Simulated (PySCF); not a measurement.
# C3H9PSi: the cost of one run

Computed with PySCF 2.14.0, with density-fitted response routines of our own, on a single molecule in the gas phase. Atoms are numbered from 0 throughout.

### 1 Starting geometry

14 atoms, charge 0, multiplicity 1; geometry from: PBE0-D3(BJ)/def2-SVP.

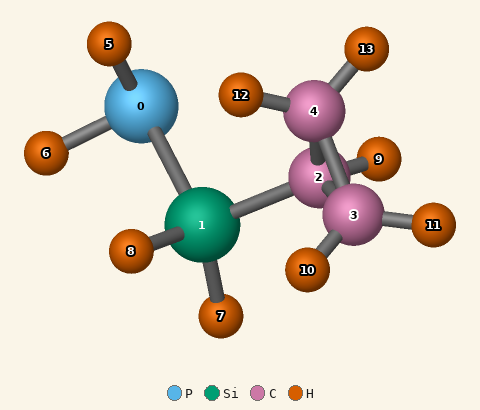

The starting geometry (phosphorus blue, silicon teal, carbon pink, hydrogen orange), atoms numbered.

### 2 Nuclear shieldings: PBE0/pcSseg-1

What the job is given:

```
{"job": {"kind": "nmr", "xc": "PBE0", "basis": "pcSseg-1", "pop": false}, "charge": 0, "multiplicity": 1}
P      1.824923    -1.752909     0.965015
Si     0.962979    -0.411416    -0.648045
C     -0.840738    -0.116499    -0.276935
C     -1.536263     1.133814    -0.757900
C     -1.242837     0.967562     0.695694
H      1.813321    -0.716357     1.949172
H      3.182475    -1.507459     0.591521
H      1.150371    -1.113627    -1.955922
H      1.647667     0.919831    -0.723631
H     -1.460805    -1.019988    -0.251314
H     -0.954256     1.869898    -1.320860
H     -2.572375     1.039935    -1.095204
H     -0.456853     1.589441     1.136688
H     -2.073321     0.757841     1.375204
```

Method: GIAO PBE0/pcSseg-1 NMR shielding, non-relativistic, gas phase.

Started as:

```
> OMP_NUM_THREADS=1 python probes_run.py task.json out
```

One launch serves the whole session: the jobs run in the order shown.

**Question.** How long does this first job take on 1 thread of Arm Neoverse V2, shared host, and how much memory does it need?

About 11 s, with a peak of 0.77 GiB.
